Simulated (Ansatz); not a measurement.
# A computed series for Rb2InAgF6: pressure series

Take Rb$_{2}$InAgF$_{6}$ (space group Fm-3m, No. 225; a = 8.917 Å; a cell from a computed database, its experimental status unchecked) as the base.

Cell and atoms are relaxed at each pressure.

Method: plane-wave PAW DFT at the r2SCAN level (Ansatz, an electronic-structure program, 500 eV), no spin-orbit coupling.

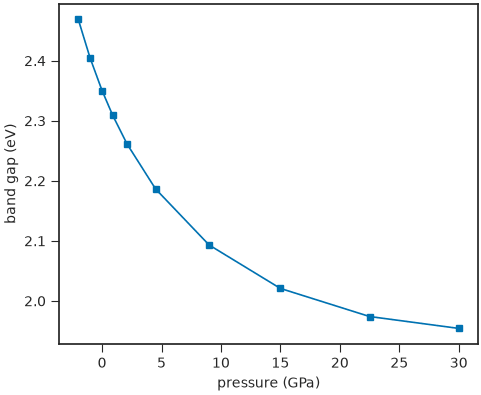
*Band gap against pressure*

Q: From the plot, what is the band gap for pressure 2.1 GPa?

A: About 2.26 eV.

Q: Is the trend monotonic over the range shown?

A: Yes, it falls throughout, spanning 1.95 eV to 2.47 eV.

Load acts through the strain it causes; cell and atoms are relaxed under it. Stability against distortions was not tested. Competing high-pressure phases were not computed.
